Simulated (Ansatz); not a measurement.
The reference is HfN in the rock salt structure (space group Fm-3m, No. 225; a = 4.502 Å; relaxed with 0.1 eV smearing). Axes: x, y, z lie along the cube axes.

Structures relaxed with Ansatz (a quantum-chemistry and plane-wave program) PBEsol, no SOC.

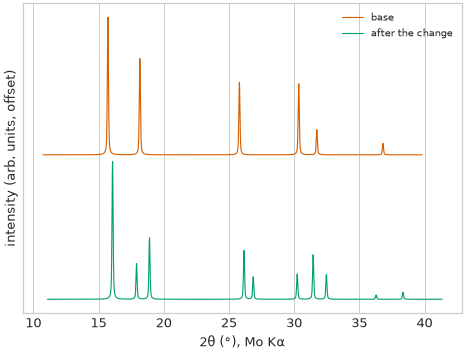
*Simulated powder patterns before (top) and after one change*

Task: What was done to the base?
(A) tensor shear ε_xz = −1.35 %
(B) biaxial strain −1.11 %, plane normal [001], relaxed out of plane
(C) biaxial strain −3.87 %, plane normal [001], relaxed out of plane
(D) uniaxial stress, 5 GPa tension along x

Result: C, biaxial strain −3.87 %, plane normal [001], relaxed out of plane. Its volume per atom is 10.69 Å³ against 11.40 Å³, and its space group is I4/mmm (No. 139).

Stability under load was not tested beyond the relaxation. All final runs are without spin polarisation.
